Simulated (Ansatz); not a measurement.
**One shape, several levels: singlet AlSiH4O−**

We compute a comparison of 6 runs (HF/3-21G, HF/aug-cc-pVDZ, BHLYP/aug-cc-pVDZ, PBE/aug-cc-pVDZ, r2SCAN0/aug-cc-pVDZ, revPBE/aug-cc-pVDZ) of singlet AlSiH4O−. 

The results are computed with Ansatz 0.2.0.

63 further runs of the same task are left out: 63 set aside as unsound or not needed.

## Step 1: The structure to begin with

The species is AlSiH4O− (7 atoms), meant as a singlet with charge -1. As SMILES of the parent species, `[AlH][O][SiH3]`. Geometry: relaxed at PBE0-D4/def2-TZVP. This is one conformer, not always the lowest. That shape belongs to the parent species and isn't relaxed for this state.

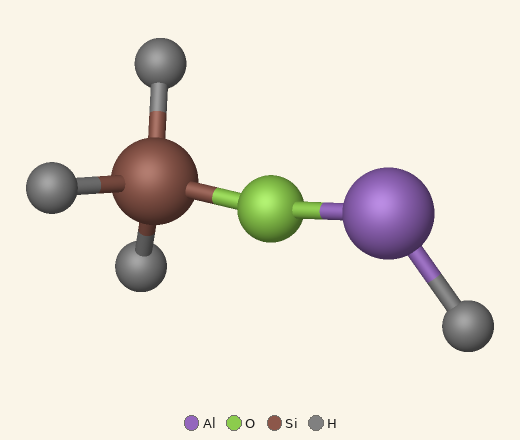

The structure, seen from a chosen angle (aluminium purple, oxygen green, silicon brown, hydrogen grey).

## Step 2: A single-point energy at HF/3-21G (run 1)

run.yaml reads:

```yaml
crystal:
  periodic: [false, false, false]
  atoms:
    - {symbol: Al, position_ang: [-1.643700, -1.503700, -0.201100]}
    - {symbol: O, position_ang: [-0.403000, -0.368600, -0.047300]}
    - {symbol: Si, position_ang: [0.870900, 0.567400, 0.335800]}
    - {symbol: H, position_ang: [-2.580100, -1.352800, -1.500200]}
    - {symbol: H, position_ang: [1.204400, 1.463600, -0.802700]}
    - {symbol: H, position_ang: [0.554900, 1.401200, 1.526200]}
    - {symbol: H, position_ang: [2.057800, -0.275200, 0.643500]}
basis:
  gaussian: {orbitals: 3-21G.json}
output: {orbitals: {seedname: orbitals}}
hamiltonian: {xc: hf}
accuracy: high
total_charge: -1
```

The basis set 3-21G is read from a file made from the Basis Set Exchange's data (not shown).

On the command line:

```console
$ ansatz run run.yaml --threads 1 --pin off --max-ram 3480MiB --events-out events.jsonl --progress --plain --runs-dir runs
```

The log of the run:

```text
Warning: RAYON_NUM_THREADS=1 ignored (pool sized by the plan → 1); use --threads N
Functional definition: HF
  name "HF"
  exchange = exact_x
  correlation = 0
953 factors; integrals over basis functions are off by at most 3.6e-9 eV
mean field evaluation 1: about -16455.9575 eV, gradient 1.6e1 eV
mean field evaluation 2: about -16456.2246 eV, gradient 1.7e1 eV
mean field evaluation 4: about -16457.2901 eV, gradient 2.7e0 eV
mean field evaluation 8: about -16457.3160 eV, gradient 1.2e-1 eV
mean field evaluation 16: about -16457.3163 eV, gradient 3.0e-8 eV
mean field -16457.31627259 eV, -604.7952178482 hartree, gradient 3.0e-8 eV, S^2 0.000000; 0 other end points of the search recorded, 0 dependent functions left out
reference -16457.31627259 eV, -604.7952178482 hartree; 20, 20 occupied and 23, 23 virtual orbitals, 953 factors
Total energy: -16457.31627259 eV, -604.7952178482 hartree
```

It took 0.42 s on 1 thread of Arm Neoverse V1, shared host.

## Step 3: The energy at HF/aug-cc-pVDZ (run 2)

input.yaml reads:

```yaml
crystal:
  periodic: [false, false, false]
  atoms:
    - {symbol: Al, position_ang: [-1.643700, -1.503700, -0.201100]}
    - {symbol: O, position_ang: [-0.403000, -0.368600, -0.047300]}
    - {symbol: Si, position_ang: [0.870900, 0.567400, 0.335800]}
    - {symbol: H, position_ang: [-2.580100, -1.352800, -1.500200]}
    - {symbol: H, position_ang: [1.204400, 1.463600, -0.802700]}
    - {symbol: H, position_ang: [0.554900, 1.401200, 1.526200]}
    - {symbol: H, position_ang: [2.057800, -0.275200, 0.643500]}
basis:
  gaussian:
    orbitals: aug-cc-pVDZ
total_charge: -1
hamiltonian:
  xc: hf
accuracy: high
output:
  orbitals: {seedname: orbitals}
```

On the command line:

```console
$ ansatz run input.yaml --threads 1 --pin off --max-ram 3480MiB --events-out events.jsonl --progress --plain --runs-dir runs
```

The log of the run:

```text
Warning: RAYON_NUM_THREADS=1 ignored (pool sized by the plan → 1); use --threads N
[... 4 set-up lines as earlier in the session ...]
2252 factors; integrals over basis functions are off by at most 3.4e-9 eV
mean field evaluation 1: about -16545.4252 eV, gradient 2.0e1 eV
mean field evaluation 2: about -16545.4337 eV, gradient 2.0e1 eV
mean field evaluation 4: about -16547.0906 eV, gradient 3.8e0 eV
mean field evaluation 8: about -16547.1581 eV, gradient 7.1e-3 eV
mean field -16547.15811890 eV, -608.0968448030 hartree, gradient 2.1e-8 eV, S^2 0.000000; 0 other end points of the search recorded, 0 dependent functions left out
reference -16547.15811890 eV, -608.0968448030 hartree; 20, 20 occupied and 93, 93 virtual orbitals, 2252 factors
Total energy: -16547.15811890 eV, -608.0968448030 hartree
```

Wall time 6.3 s (1 thread of Arm Neoverse V1, shared host); peak memory 0.35 GiB.

Run 3 isn't shown in full; the table further down has it.

## Step 4: A single-point energy at PBE/aug-cc-pVDZ (run 4)

molecule.yaml reads:

```yaml
basis:
  gaussian: {orbitals: aug-cc-pVDZ}
crystal:
  periodic: [false, false, false]
  atoms:
    - {symbol: Al, position_ang: [-1.643700, -1.503700, -0.201100]}
    - {symbol: O, position_ang: [-0.403000, -0.368600, -0.047300]}
    - {symbol: Si, position_ang: [0.870900, 0.567400, 0.335800]}
    - {symbol: H, position_ang: [-2.580100, -1.352800, -1.500200]}
    - {symbol: H, position_ang: [1.204400, 1.463600, -0.802700]}
    - {symbol: H, position_ang: [0.554900, 1.401200, 1.526200]}
    - {symbol: H, position_ang: [2.057800, -0.275200, 0.643500]}
total_charge: -1
hamiltonian: {xc: {name: PBE}}
accuracy: high
output: {orbitals: {seedname: orbitals}}
```

On the command line:

```console
$ ansatz run molecule.yaml --threads 1 --pin off --max-ram 3480MiB --events-out events.jsonl --progress --plain --runs-dir runs
```

The log of the run:

```text
Warning: RAYON_NUM_THREADS=1 ignored (pool sized by the plan → 1); use --threads N
Functional definition: PBE
  name "PBE"
  parameter kappa = 0.804
  parameter beta = 0.06672455060314922
  exchange = pbe_x(kappa = kappa, mu = beta*pi^2/3)
  correlation = pbe_c(beta = beta)
2252 factors; integrals over basis functions are off by at most 3.4e-9 eV
mean field evaluation 1: about -16575.6209 eV, gradient 2.7e1 eV
mean field evaluation 2: about -16559.5991 eV, gradient 6.0e1 eV
mean field evaluation 4: about -16577.9542 eV, gradient 3.4e0 eV
mean field evaluation 8: about -16578.0501 eV, gradient 6.4e-1 eV
mean field evaluation 16: about -16578.0517 eV, gradient 2.2e-4 eV
mean field evaluation 32: about -16577.3297 eV, gradient 8.5e0 eV
mean field -16578.05166716 eV, -609.2321617612 hartree, gradient 4.4e-8 eV, S^2 0.000000; 1 other end points of the search recorded, 0 dependent functions left out
reference -16578.05167213 eV, -609.2321619436 hartree; 20, 20 occupied and 93, 93 virtual orbitals, 2252 factors
Total energy: -16578.05167213 eV, -609.2321619436 hartree
```

Wall time 13 s (1 thread of Arm Neoverse V1, shared host); peak memory 0.35 GiB.

Run 5 isn't shown in full; the table further down has it.

## Step 5: The energy at revPBE/aug-cc-pVDZ (run 6)

input.yaml reads:

```yaml
basis:
  gaussian: {orbitals: aug-cc-pVDZ}
crystal:
  periodic: [false, false, false]
  atoms:
    - symbol: Al
      position_ang: [-1.643700, -1.503700, -0.201100]
    - symbol: O
      position_ang: [-0.403000, -0.368600, -0.047300]
    - symbol: Si
      position_ang: [0.870900, 0.567400, 0.335800]
    - symbol: H
      position_ang: [-2.580100, -1.352800, -1.500200]
    - symbol: H
      position_ang: [1.204400, 1.463600, -0.802700]
    - symbol: H
      position_ang: [0.554900, 1.401200, 1.526200]
    - symbol: H
      position_ang: [2.057800, -0.275200, 0.643500]
total_charge: -1
magnetization: {spin_polarized: false, initial_magnetization: 0}
hamiltonian: {xc: {name: revPBE}}
accuracy: high
output: {orbitals: {seedname: orbitals}}
```

On the command line:

```console
$ ansatz run input.yaml --threads 1 --pin off --max-ram 3480MiB --events-out events.jsonl --progress --plain --runs-dir runs
```

The log of the run:

```text
Warning: RAYON_NUM_THREADS=1 ignored (pool sized by the plan → 1); use --threads N
Functional definition: revPBE
  name "revPBE"
  parameter kappa = 1.245
[... 3 set-up lines as earlier in the session ...]
2252 factors; integrals over basis functions are off by at most 3.4e-9 eV
mean field evaluation 1: about -16582.0542 eV, gradient 2.7e1 eV
mean field evaluation 2: about -16566.3780 eV, gradient 5.9e1 eV
mean field evaluation 4: about -16584.3668 eV, gradient 3.5e0 eV
mean field evaluation 8: about -16584.4641 eV, gradient 6.3e-1 eV
mean field evaluation 16: about -16584.4657 eV, gradient 1.8e-4 eV
mean field -16584.46570785 eV, -609.4678734091 hartree, gradient 4.8e-8 eV, S^2 0.000000; 1 other end points of the search recorded, 0 dependent functions left out
reference -16584.46571384 eV, -609.4678736290 hartree; 20, 20 occupied and 93, 93 virtual orbitals, 2252 factors
Total energy: -16584.46571384 eV, -609.4678736290 hartree
```

Run time: 13 s. Hardware: 1 thread of Arm Neoverse V1, shared host; peak memory 0.35 GiB.

## Step 6: Overview of the runs

| run | level | energy (Eh) | HOMO energy (eV) | LUMO energy (eV) | HOMO–LUMO gap (eV) | wall time |
| --- | --- | --- | --- | --- | --- | --- |
| 1 | HF/3-21G | -604.795218 | -0.04 | 7.02 | 7.06 | 0.42 s |
| 2 | HF/aug-cc-pVDZ | -608.096845 | -0.81 | 3.21 | 4.01 | 6.3 s |
| 3 | BHLYP/aug-cc-pVDZ | -609.577666 | 0.07 | 2.73 | 2.65 | 18 s |
| 4 | PBE/aug-cc-pVDZ | -609.232162 | 1.23 | 2.21 | 0.98 | 13 s |
| 5 | r2SCAN0/aug-cc-pVDZ | -609.498234 | 0.59 | 2.90 | 2.31 | 33 s |
| 6 | revPBE/aug-cc-pVDZ | -609.467874 | 1.27 | 2.13 | 0.86 | 13 s |

## Step 7: Summary of results

| quantity | value |
| --- | --- |
| run 6: total energy | -609.46787 Eh |
| run 6: HOMO energy | 1.27 eV |
| run 6: LUMO energy | 2.13 eV |
| run 6: HOMO–LUMO gap (to an unbound level, set by the basis) | 0.86 eV |

**Reading.** The HOMO–LUMO gap runs from 0.86 eV (revPBE/aug-cc-pVDZ) to 7.06 eV (HF/3-21G). The two ends differ in method and basis. The empty levels of an anion lie above zero and hang on the basis. Totals of different functionals can't be ranked against each other. In runs 3, 4, 5, 6 the HOMO lies above zero, so the outermost electron may be held by the basis alone. All runs together took 84 s, the longest 33 s.
